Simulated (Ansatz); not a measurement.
**What a change does: single-point calculation on BSi₄NH₁₂**

System: BSi₄NH₁₂, SMILES BN([SiH2][SiH3])[SiH2][SiH3].
Method of run 1: RKS SPW92 (LDA)/def2-TZVPP (Ansatz 0.2.0).

The geometry comes from this level: PBE0-D4/def2-TZVP. Text and figures count atoms from 1; the logs count them from 0 in places.

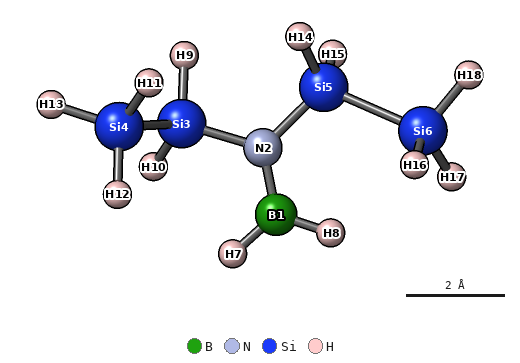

**Figure 1.** The structure as given in the input (ball-and-stick view, seen on its broad side; atoms are numbered from 1 in the order of the input).

**Input file, run 1**
```yaml
crystal:
  periodic: [false, false, false]
  atoms:
    - {symbol: B, position_ang: [0.288195, -0.075686, -1.661805]}
    - {symbol: N, position_ang: [-0.405110, -0.154983, -0.441830]}
    - {symbol: Si, position_ang: [-0.818347, -1.749840, 0.189407]}
    - {symbol: Si, position_ang: [1.066815, -2.763343, 1.136720]}
    - {symbol: Si, position_ang: [-0.835393, 1.271192, 0.493706]}
    - {symbol: Si, position_ang: [0.100566, 3.218508, -0.401778]}
    - {symbol: H, position_ang: [0.567516, -1.083750, -2.252665]}
    - {symbol: H, position_ang: [0.603401, 0.990807, -2.114203]}
    - {symbol: H, position_ang: [-1.863655, -1.550577, 1.232392]}
    - {symbol: H, position_ang: [-1.389882, -2.583350, -0.899748]}
    - {symbol: H, position_ang: [1.604841, -1.900184, 2.222931]}
    - {symbol: H, position_ang: [2.121392, -2.941959, 0.102817]}
    - {symbol: H, position_ang: [0.715607, -4.092789, 1.706050]}
    - {symbol: H, position_ang: [-0.358170, 1.070933, 1.891968]}
    - {symbol: H, position_ang: [-2.319303, 1.384804, 0.561193]}
    - {symbol: H, position_ang: [1.580355, 3.109303, -0.488025]}
    - {symbol: H, position_ang: [-0.453331, 3.525637, -1.745847]}
    - {symbol: H, position_ang: [-0.243096, 4.336775, 0.520518]}
basis:
  gaussian: {orbitals: def2-TZVPP}
hamiltonian: {xc: lda}
output: {orbitals: {seedname: orbitals}}
```

Command:
```bash
ansatz run in.yaml --threads 4 --pin off --events-out ev --progress --plain --max-ram 11315MiB
```

Hardware: 4 threads of Arm Neoverse V1, 23 GiB of memory available, shared host.

**Output (run 1)**
```
Functional definition: SPW92
  exchange = slater_x
  correlation = pw_c
2184 factors; their error is unknown
mean field evaluation 1: about -33714.9192 eV, gradient 7.3e1 eV
mean field evaluation 2: about -33666.6685 eV, gradient 1.5e2 eV
mean field evaluation 4: about -33726.2889 eV, gradient 1.2e1 eV
mean field evaluation 8: about -33726.6736 eV, gradient 2.3e-1 eV
mean field evaluation 16: about -33726.6059 eV, gradient 3.5e-4 eV
mean field -33726.60585349 eV, -1239.4299044013 hartree, gradient 2.4e-5 eV, S^2 0.000000; 0 other end points of the search recorded, 0 dependent functions left out
reference -33726.60591585 eV, -1239.4299066930 hartree; 40, 40 occupied and 358, 358 virtual orbitals, 2184 factors
Total energy: -33726.60591585 eV, -1239.4299066930 hartree
```

For run 2 the input was changed thus:
```diff
-hamiltonian: {xc: lda}
+hamiltonian: {xc: {name: wB97X-V}}
```

Predict how the results change.

The total energies belong to different methods, so their difference says nothing on which is more stable or more accurate. The HOMO goes from −6.88 to −10.14 eV. The LUMO goes from −1.94 to 1.35 eV. On the same kind of shared host run 2 took about 6.6 times as long.

**Output (run 2)**
```
Functional definition: wB97X-V
  parameter omega = 0.3/bohr
  parameter cx = 0.167
  parameter cx1 = 0.603
  parameter cx2 = 1.194
  parameter css0 = 0.556
  parameter css1 = -0.257
  parameter cos0 = 1.219
  parameter cos1 = -1.850
  parameter b = 6.0
  parameter c = 0.01
  exchange = spin_sum(e_x_unif_sr(omega)*poly(b97_u_x, 1 - cx, cx1, cx2)) + cx*exact_x_sr(omega) + exact_x_lr(omega)
  correlation = spin_sum(e_c_pw_same_spin*poly(b97_u_same, css0, css1))
      + integral(e_c_pw_opposite_spin*poly(b97_u_opposite, cos0, cos1)) + vv10(b, c)
2196 factors; their error is unknown
536 factors; integrals over basis functions are off by at most 1.1e-5 eV
mean field evaluation 1: about -33865.3184 eV, gradient 4.9e1 eV
mean field evaluation 2: about -33864.7557 eV, gradient 5.2e1 eV
mean field evaluation 4: about -33870.2166 eV, gradient 1.4e0 eV
mean field evaluation 8: about -33870.2600 eV, gradient 3.3e-1 eV
mean field evaluation 16: about -33870.2602 eV, gradient 1.8e-5 eV
mean field -33870.26015940 eV, -1244.7091027712 hartree, gradient 1.8e-5 eV, S^2 0.000000; 0 other end points of the search recorded, 0 dependent functions left out
reference -33870.26015604 eV, -1244.7091026477 hartree; 40, 40 occupied and 358, 358 virtual orbitals, 2196 factors
Total energy: -33870.26015604 eV, -1244.7091026477 hartree
```

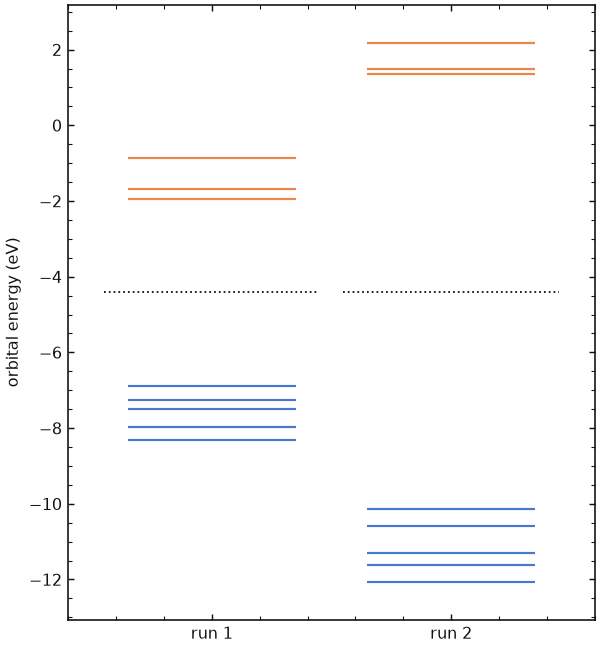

**Figure 2.** The five highest filled and three lowest empty orbital energies of the two runs; the dotted lines part filled from empty levels. The HOMO–LUMO gap is 4.94 eV in run 1 and 11.49 eV in run 2.

**The two runs side by side**

| quantity | run 1 | run 2 |
| --- | --- | --- |
| outcome | converged | converged |
| total energy (hartree) | −1239.429907 | −1244.709103 |
| HOMO (eV) | −6.88 | −10.14 |
| LUMO (eV) | −1.94 | 1.35 |
| basis functions | 398 | 398 |
| wall time (shared host) | 3.9 s | 26 s |
